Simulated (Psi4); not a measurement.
# NH3 (ammonia) at 4 levels

We compute a comparison of 4 runs (B2PLYP/def2-TZVPPD, PBE0/def2-TZVPPD, wB97M-V/def2-TZVPPD, wB97X/def2-TZVPPD) of NH3 (ammonia). 

Program for the calculation: Psi4 1.11.

## (1) The structure to begin with

The species is NH3 (4 atoms), meant as a singlet with charge 0. As SMILES, `N`. The N1–H4 distance was set to 1.519 Å, away from the relaxed value. At this shape a bond of the SMILES string is far longer than usual.

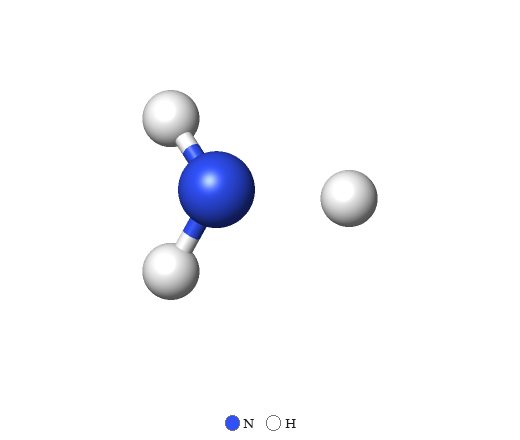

The structure, seen from a chosen angle (nitrogen blue, hydrogen white).

## (2) The energy at B2PLYP/def2-TZVPPD (density fitting for correlation) (run 1)

h3n.py reads:

```python
import psi4

psi4.set_memory(2200000000)
psi4.set_num_threads(1)
psi4.set_output_file('psi4.out', False)

molecule = psi4.geometry("""
0 1
N     -0.338349     0.197060     0.537033
H      0.222031    -0.354230     1.175283
H     -1.155919    -0.354350     0.307193
H      0.466920     0.354280    -0.741200
symmetry c1
no_reorient
no_com
""")

psi4.set_options({
    'reference': 'rks',
    'puream': True,
    'e_convergence': 1e-09,
    'd_convergence': 1e-08,
    'scf_type': 'pk',
    'dft_radial_points': 99,
    'dft_spherical_points': 590,
    'num_frozen_docc': 1,
})

e_tot, wfn = psi4.energy('b2plyp/def2-TZVPPD', molecule=molecule, return_wfn=True)
print(f'total energy {e_tot:.8f} hartree = {e_tot * 27.211386:.5f} eV')
for k, v in sorted(psi4.core.scalar_variables().items()):
    print(f'{k:45s} {v:18.10f}')
```

Command:

```
$ python h3n.py
```

psi4.out:

```text
[...]
  Running in c1 symmetry.
[...]
  Nuclear repulsion =   10.594475553557428
[...]
  Multiplicity = 1
[...]
  Nalpha       = 5
  Nbeta        = 5
[...]
    Number of basis functions: 88
[...]
   @RKS iter   1:   -56.16169223036923   -3.68880e-01   7.47853e-03 ADIIS/DIIS
[...]
   @RKS iter  11:   -56.37162490565059   -2.31637e-12   1.63750e-09 DIIS
[...]
    Orbital Energies [Eh]
    ---------------------
    Doubly Occupied:
       1A    -14.856486     2A     -0.943093     3A     -0.539179
       4A     -0.439376     5A     -0.335147
[...]
  @RKS Final Energy:   -56.37162490565059
   => Energetics <=
    Nuclear Repulsion Energy =             10.5944755535574284
    One-Electron Energy =                 -96.9893150640867674
    Two-Electron Energy =                  33.7979190567004437
    DFT Exchange-Correlation Energy =      -3.7747044518216959
    Empirical Dispersion Energy =           0.0000000000000000
    VV10 Nonlocal Energy =                  0.0000000000000000
    Total Energy =                        -56.3716249056505916
[...]
 Multipole Moments:
 ------------------------------------------------------------------------------------
     Multipole            Electronic (a.u.)      Nuclear  (a.u.)        Total (a.u.)
 ------------------------------------------------------------------------------------
 L = 1.  Multiply by 2.5417464519 to convert [e a0] to [Debye]
 Dipole X            :          5.4757054           -5.3581502            0.1175552
 Dipole Y            :         -2.4606371            1.9371960           -0.5234410
 Dipole Z            :         -8.6912446            8.5047257           -0.1865190
 Magnitude           :                                                    0.5679780
[...]
```

Standard output:

```text
total energy -56.45383326 hartree = -1536.18705 eV
B2PLYP DOUBLE-HYBRID CORRECTION ENERGY             -0.0822083539
B2PLYP TOTAL ENERGY                               -56.4538332595
CURRENT ENERGY                                    -56.4538332595
CURRENT REFERENCE ENERGY                          -56.3716249057
DD SOLVATION ENERGY                                 0.0000000000
DFT FUNCTIONAL TOTAL ENERGY                       -56.3716249057
DFT TOTAL ENERGY                                  -56.4538332595
DFT VV10 ENERGY                                     0.0000000000
DFT XC ENERGY                                      -3.7747044518
DOUBLE-HYBRID CORRECTION ENERGY                    -0.0822083539
GRID ELECTRONS ALPHA                                5.0000000001
GRID ELECTRONS BETA                                 5.0000000001
GRID ELECTRONS TOTAL                               10.0000000002
NUCLEAR REPULSION ENERGY                           10.5944755536
ONE-ELECTRON ENERGY                               -96.9893150641
PCM POLARIZATION ENERGY                             0.0000000000
PE ENERGY                                           0.0000000000
SCF ITERATION ENERGY                              -56.3716249057
SCF ITERATIONS                                     11.0000000000
SCF TOTAL ENERGY                                  -56.3716249057
TWO-ELECTRON ENERGY                                33.7979190567
XC GRID RADIAL POINTS                              99.0000000000
XC GRID SPHERICAL POINTS                          590.0000000000
XC GRID TOTAL POINTS                           227087.0000000000
```

It took 18 s on 1 thread of Intel Xeon at 2.50GHz (Skylake/Cascade Lake), shared host; peak memory 0.9 GiB.

## (3) The energy at PBE0/def2-TZVPPD (run 2)

input.inp reads:

```
memory 2200 MB

molecule m {
  N     -0.338349     0.197060     0.537033
  H      0.222031    -0.354230     1.175283
  H     -1.155919    -0.354350     0.307193
  H      0.466920     0.354280    -0.741200
  units angstrom
  symmetry c1
  no_reorient
  no_com
}

set {
  basis def2-TZVPPD
  puream true
  e_convergence 1e-09
  d_convergence 1e-08
  scf_type pk
  dft_radial_points 99
  dft_spherical_points 590
}

E, wfn = energy("pbe0", return_wfn=True)
```

Command:

```
$ psi4 -n 1 input.inp input.out
```

input.out:

```text
[...]
  Running in c1 symmetry.
[...]
  Nuclear repulsion =   10.594475553557428
[...]
  Multiplicity = 1
[...]
  Nalpha       = 5
  Nbeta        = 5
[...]
    Number of basis functions: 88
[...]
   @RKS iter   1:   -56.14643128317247   -2.18900e-01   8.88357e-03 ADIIS/DIIS
[...]
   @RKS iter  10:   -56.43108826872063   -8.39151e-12   7.91548e-09 DIIS
[...]
    Orbital Energies [Eh]
    ---------------------
    Doubly Occupied:
       1A    -14.396275     2A     -0.847188     3A     -0.478651
       4A     -0.394086     5A     -0.282191
[...]
  @RKS Final Energy:   -56.43108826872063
   => Energetics <=
    Nuclear Repulsion Energy =             10.5944755535574284
    One-Electron Energy =                 -97.0178576584529822
    Two-Electron Energy =                  35.9256084898964403
    DFT Exchange-Correlation Energy =      -5.9333146537215207
    Empirical Dispersion Energy =           0.0000000000000000
    VV10 Nonlocal Energy =                  0.0000000000000000
    Total Energy =                        -56.4310882687206288
[...]
 Multipole Moments:
 ------------------------------------------------------------------------------------
     Multipole            Electronic (a.u.)      Nuclear  (a.u.)        Total (a.u.)
 ------------------------------------------------------------------------------------
 L = 1.  Multiply by 2.5417464519 to convert [e a0] to [Debye]
 Dipole X            :          5.4816108           -5.3581502            0.1234606
 Dipole Y            :         -2.4400691            1.9371960           -0.5028731
 Dipole Z            :         -8.7006215            8.5047257           -0.1958958
 Magnitude           :                                                    0.5536235
[...]
```

It took 18 s on 1 thread of Intel Xeon at 2.50GHz (Skylake/Cascade Lake), shared host; peak memory 0.9 GiB.

## (4) A single-point energy at wB97M-V/def2-TZVPPD (run 3)

job.py reads:

```python
import psi4

psi4.set_memory(2200000000)
psi4.set_num_threads(1)
psi4.core.set_output_file('psi4.out', False)

geom = psi4.geometry("""
N     -0.338349     0.197060     0.537033
H      0.222031    -0.354230     1.175283
H     -1.155919    -0.354350     0.307193
H      0.466920     0.354280    -0.741200
symmetry c1
no_reorient
no_com
""")

psi4.set_options({
    'basis': 'def2-TZVPPD',
    'puream': True,
    'e_convergence': 1e-09,
    'd_convergence': 1e-08,
    'scf_type': 'pk',
    'dft_radial_points': 99,
    'dft_spherical_points': 590,
})

result = psi4.energy('wb97m-v')
print('E =', round(result, 9))
```

Command:

```
$ python job.py
```

psi4.out:

```text
[...]
  Running in c1 symmetry.
[...]
  Nuclear repulsion =   10.594475553557428
[...]
  Multiplicity = 1
[...]
  Nalpha       = 5
  Nbeta        = 5
[...]
    Number of basis functions: 88
[...]
   @RKS iter   1:   -56.25995977816525   -4.01349e-01   7.46783e-03 DIIS/ADIIS
[...]
   @RKS iter  11:   -56.46701188534077   -8.15703e-12   3.23590e-09 DIIS
[...]
    Orbital Energies [Eh]
    ---------------------
    Doubly Occupied:
       1A    -14.516504     2A     -0.945171     3A     -0.568947
       4A     -0.479304     5A     -0.371939
[...]
  @RKS Final Energy:   -56.46701188534077
   => Energetics <=
    Nuclear Repulsion Energy =             10.5944755535574284
    One-Electron Energy =                 -96.9839394087614153
    Two-Electron Energy =                  35.3287476884564171
    DFT Exchange-Correlation Energy =      -5.4480061525799739
    Empirical Dispersion Energy =           0.0000000000000000
    VV10 Nonlocal Energy =                  0.0417104339867684
    Total Energy =                        -56.4670118853407743
[...]
 Multipole Moments:
 ------------------------------------------------------------------------------------
     Multipole            Electronic (a.u.)      Nuclear  (a.u.)        Total (a.u.)
 ------------------------------------------------------------------------------------
 L = 1.  Multiply by 2.5417464519 to convert [e a0] to [Debye]
 Dipole X            :          5.4822448           -5.3581502            0.1240946
 Dipole Y            :         -2.4463023            1.9371960           -0.5091063
 Dipole Z            :         -8.7016270            8.5047257           -0.1969013
 Magnitude           :                                                    0.5597846
[...]
```

Standard output:

```text
E = -56.467011885
```

Wall time 2.2 min (1 thread of Intel Xeon at 2.50GHz (Skylake/Cascade Lake), shared host); peak memory 1.1 GiB.

## (5) Energy and gradient at wB97X/def2-TZVPPD (run 4)

calc.py reads:

```python
import psi4

psi4.set_memory('2200 MB')
psi4.set_num_threads(1)
psi4.set_output_file('psi4.out', False)

molecule = psi4.geometry("""
0 1
N     -0.63938694     0.37238943     1.01484529
H      0.41957778    -0.66939769     2.22096299
H     -2.18437033    -0.66962445     0.58051064
H      0.88235092     0.66949217    -1.40066500
units bohr
symmetry c1
no_reorient
no_com
""")

options = {'basis': 'def2-TZVPPD', 'reference': 'rks', 'puream': True, 'e_convergence': 1e-09, 'd_convergence': 1e-08, 'scf_type': 'pk', 'dft_radial_points': 99, 'dft_spherical_points': 590}
psi4.set_options(options)

e, wfn = psi4.gradient("wb97x", return_wfn=True)
psi4.oeprop(wfn, "MAYER_INDICES", "LOWDIN_CHARGES", "DIPOLE")
print('gradient / Eh bohr^-1')
print(e.np.round(6))
print(f'energy = {wfn.energy():.10f} Eh')
```

Command:

```
$ python calc.py
```

psi4.out:

```text
[...]
  Running in c1 symmetry.
[...]
  Nuclear repulsion =   10.594475564594019
[...]
  Multiplicity = 1
[...]
  Nalpha       = 5
  Nbeta        = 5
[...]
    Number of basis functions: 88
[...]
   @RKS iter   1:   -56.27207193261319   -4.11541e-01   7.56192e-03 ADIIS/DIIS
[...]
   @RKS iter  11:   -56.48044182784844   -9.19442e-12   4.04696e-09 DIIS
[...]
    Orbital Energies [Eh]
    ---------------------
    Doubly Occupied:
       1A    -14.406793     2A     -0.950351     3A     -0.574391
       4A     -0.486952     5A     -0.375452
[...]
  @RKS Final Energy:   -56.48044182784844
   => Energetics <=
    Nuclear Repulsion Energy =             10.5944755645940187
    One-Electron Energy =                 -97.0245458140973227
    Two-Electron Energy =                  35.3247595829091310
    DFT Exchange-Correlation Energy =      -5.3751311612542674
    Empirical Dispersion Energy =           0.0000000000000000
    VV10 Nonlocal Energy =                  0.0000000000000000
    Total Energy =                        -56.4804418278484377
[...]
  -Total Gradient:
     Atom            X                  Y                   Z
    ------   -----------------  -----------------  -----------------
       1       -0.049243767965    -0.025679814876     0.078161158467
       2       -0.007105448330     0.002843509119     0.007409381071
       3       -0.003612736837     0.002846165646     0.009609595628
       4        0.059983658428     0.019967441700    -0.095214579158
[...]
```

The script printed:

```text
gradient / Eh bohr^-1
[[-0.049244 -0.02568   0.078161]
 [-0.007105  0.002844  0.007409]
 [-0.003613  0.002846  0.00961 ]
 [ 0.059984  0.019967 -0.095215]]
energy = -56.4804418278 Eh
```

Run time: 37 s. Hardware: 1 thread of Intel Xeon at 2.50GHz (Skylake/Cascade Lake), shared host; peak memory 0.95 GiB.

## (6) All runs side by side

```tsv
run	level	fitting correlation	frozen core orbitals	energy (Eh)	HOMO energy (eV)	LUMO energy (eV)	HOMO–LUMO gap (eV)	wall time
1	B2PLYP/def2-TZVPPD (density fitting for correlation)	density fitting	1	-56.453833	-9.12	-0.07	9.05	18 s
2	PBE0/def2-TZVPPD	–	0	-56.431088	-7.68	-1.18	6.50	18 s
3	wB97M-V/def2-TZVPPD	–	0	-56.467012	-10.12	0.54	10.66	2.2 min
4	wB97X/def2-TZVPPD	–	0	-56.480442	-10.22	0.94	11.15	37 s
```

## (7) Outcome

```
                       quantity         value
            run 4: total energy  -56.48044 Eh
           run 4: dipole moment        1.46 D
             run 4: HOMO energy     -10.22 eV
             run 4: LUMO energy       0.94 eV
           run 4: HOMO–LUMO gap      11.15 eV
run 4: largest force on an atom    5.877 eV/Å
```

What this shows: Over runs 2, 3, 4 the dipole moment (its size) runs from 1.41 D (PBE0/def2-TZVPPD) to 1.46 D (wB97X/def2-TZVPPD). The HOMO–LUMO gap runs from 6.50 eV (PBE0/def2-TZVPPD) to 11.15 eV (wB97X/def2-TZVPPD). Totals of different functionals can't be ranked against each other. All runs together took 3.4 min, the longest 2.2 min.
